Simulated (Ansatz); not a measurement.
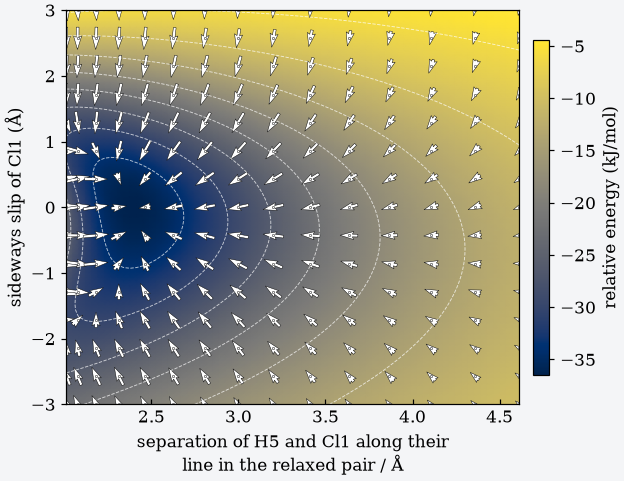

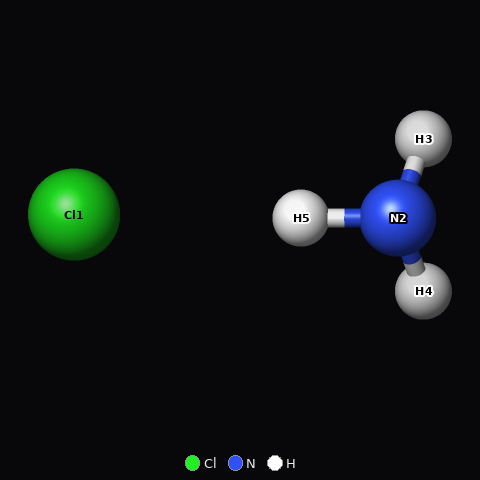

Energy landscape of the pair Cl···H₃N, charge −1. The first coordinate is: separation of H5 and Cl1 along their line in the relaxed pair; the second: sideways slip of Cl1. Nothing is relaxed (both partners rigid). The grid has 15 × 15 points. Points are written as (first, second). Energies are in kJ/mol, from the ion and the molecule far apart, frozen as in the relaxed pair, each in its own basis (no counterpoise correction). Computed with RKS BHLYP-D4/def2-TZVPD (Ansatz).

In the figure: a smooth colour map with a few white contour lines, dots at the grid points, arrows along the force (downhill), their lengths compressed. Between grid points the surface is interpolated. The second picture is the structure at the lowest point.

### What does the map say about the system?

The lowest grid point is at (2.462 Å, 0.00 Å), −36.3 kJ/mol from the ion and the molecule far apart, frozen as in the relaxed pair, each in its own basis (no counterpoise correction). No other kind of well shows on this grid. The highest grid point, (4.612 Å, 3.00 Å), lies 31.9 kJ/mol above the lowest. Round the minimum the valley is somewhat tilted: raising the first coordinate shifts the best value of sideways slip of Cl1 downwards (coupling k₁₂/√(k₁₁k₂₂) about 0.3).

The values on the grid:

```
second ↓, first →  2.012  2.076  2.182  2.313  2.462  2.627  2.806  2.997  3.200  3.413  3.635  3.867  4.107  4.356  4.612
             3.00   −5.6   −5.7   −5.9   −6.0   −6.0   −6.0   −5.9   −5.8   −5.7   −5.5   −5.3   −5.1   −4.8   −4.6   −4.4
             2.57  −10.5  −10.5  −10.4  −10.3  −10.0   −9.7   −9.2   −8.8   −8.3   −7.7   −7.3   −6.8   −6.3   −5.9   −5.5
             2.14  −16.6  −16.5  −16.3  −15.8  −15.1  −14.3  −13.3  −12.3  −11.4  −10.4   −9.5   −8.7   −8.0   −7.3   −6.7
             1.71  −23.3  −23.2  −22.9  −22.1  −21.0  −19.6  −18.1  −16.4  −14.8  −13.3  −12.0  −10.8   −9.7   −8.8   −7.9
             1.29  −28.6  −29.0  −29.0  −28.3  −27.0  −25.1  −23.0  −20.7  −18.4  −16.3  −14.5  −12.8  −11.4  −10.2   −9.1
             0.86  −30.5  −31.9  −33.1  −33.2  −32.0  −30.0  −27.3  −24.5  −21.7  −19.1  −16.7  −14.7  −13.0  −11.5  −10.2
             0.43  −28.3  −31.4  −34.4  −35.7  −35.2  −33.3  −30.5  −27.4  −24.2  −21.2  −18.5  −16.2  −14.2  −12.5  −11.1
             0.00  −25.1  −29.3  −33.7  −36.1  −36.3  −34.7  −32.0  −28.9  −25.5  −22.4  −19.6  −17.1  −15.0  −13.2  −11.7
            −0.43  −24.3  −28.5  −32.9  −35.4  −35.8  −34.4  −31.9  −28.9  −25.7  −22.7  −19.9  −17.5  −15.4  −13.6  −12.1
            −0.86  −26.3  −29.3  −32.4  −34.1  −34.1  −32.8  −30.5  −27.7  −24.8  −22.1  −19.5  −17.3  −15.3  −13.6  −12.1
            −1.29  −28.6  −30.2  −31.7  −32.3  −31.7  −30.2  −28.2  −25.7  −23.3  −20.8  −18.6  −16.6  −14.9  −13.3  −12.0
            −1.71  −29.4  −29.8  −30.1  −29.8  −28.8  −27.3  −25.4  −23.4  −21.3  −19.3  −17.4  −15.7  −14.2  −12.9  −11.6
            −2.14  −28.2  −28.0  −27.6  −26.8  −25.7  −24.2  −22.6  −20.9  −19.2  −17.6  −16.1  −14.7  −13.4  −12.2  −11.2
            −2.57  −25.7  −25.3  −24.6  −23.7  −22.6  −21.3  −20.0  −18.6  −17.3  −16.0  −14.8  −13.6  −12.5  −11.5  −10.6
            −3.00  −22.6  −22.2  −21.6  −20.7  −19.8  −18.7  −17.7  −16.6  −15.5  −14.5  −13.5  −12.6  −11.7  −10.8  −10.1
```

Each point was launched as `ansatz run input.yaml --threads 1 --pin off --max-ram 2560MiB --backend cpu --events-out ev --progress --plain --runs-dir out`. Time for the 225 points that were run: 4.4 min on 1 thread of INTEL(R) XEON(R) PLATINUM 8581C CPU @ 2.30GHz (Emerald Rapids), with other jobs on the host.
